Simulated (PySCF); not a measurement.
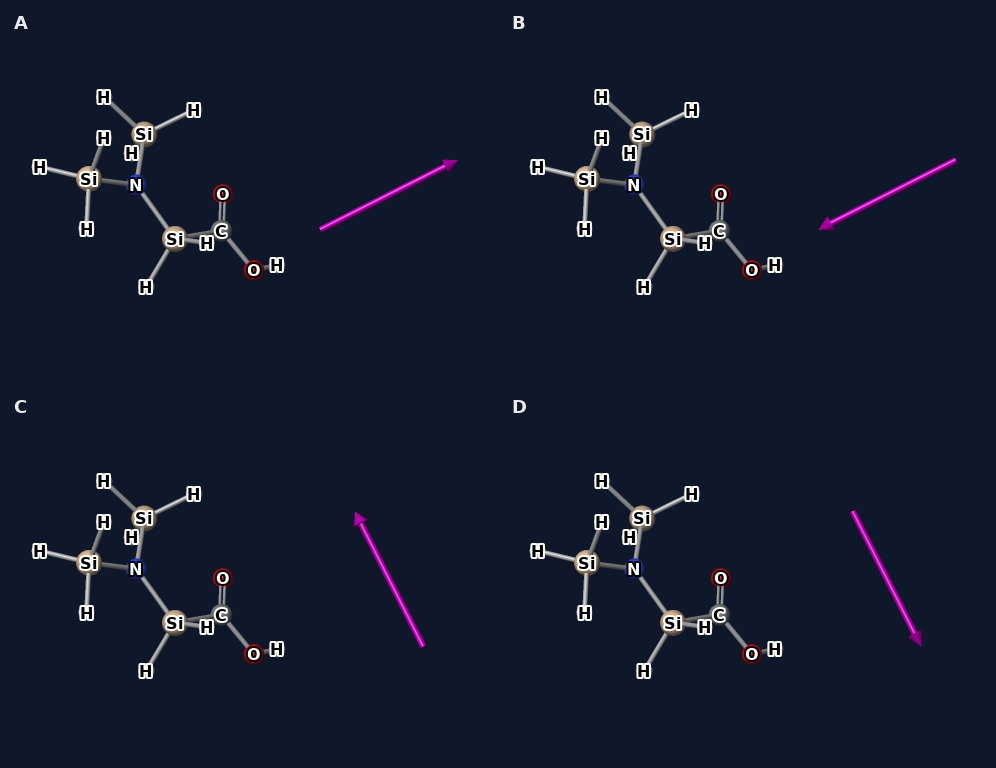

The same molecule four times, each with an arrow. Computed geometry: GFN2-xTB optimisation. No frequency run is at hand to confirm it as a minimum. Level of theory: PBE0/pcSseg-1, gas phase (PySCF 2.14.0).

> Which arrow points along the dipole moment, from the negative to the positive end?

D. The dipole moment is 1.42 D.

The geometry is semi-empirical. Around Si such bond lengths and angles can be off by a tenth of an ångström or more and by several degrees, and values that hang on the shape move with them.
